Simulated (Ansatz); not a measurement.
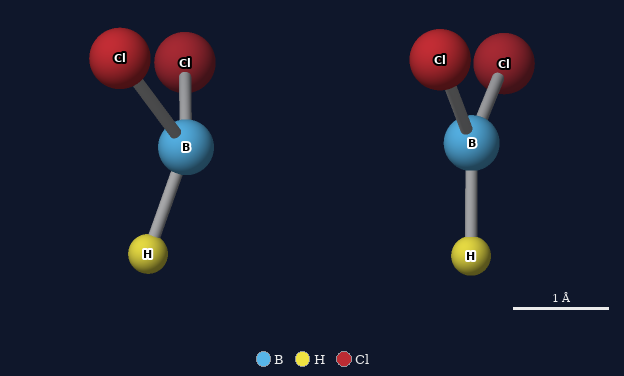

Two geometries of BHCl2, drawn at one scale. One is the start of a relaxation, the other its converged end. The picture is a ball-and-stick view, seen from a free direction.

These are results of Ansatz, RKS PBE0-D4/def2-TZVP, not measurements. (force threshold 0.005 eV/Å; at most 200 steps)

Question: Which of the two is the end point?

Answer: The right one is the relaxed one. It is one of the separated reactants of a reaction. Over 6 geometry steps the energy falls by 71.7 kJ/mol. Largest force component: 2.8 eV/Å at the start, under 0.0001 eV/Å at the end. The atom that moves furthest after the best rigid fit is the B atom (0.29 Å). By element the largest moves are B 0.29 Å, H 0.12 Å, Cl 0.09 Å. Among the contacts that change: B–Cl 1.834 → 1.734 Å, B–Cl 1.810 → 1.734 Å, B–H 1.195 → 1.187 Å. Among the angles between lasting bonds that change: H–B–Cl 112.6° → 119.6°, Cl–B–Cl 114.5° → 120.7°, H–B–Cl 114.7° → 119.6°.
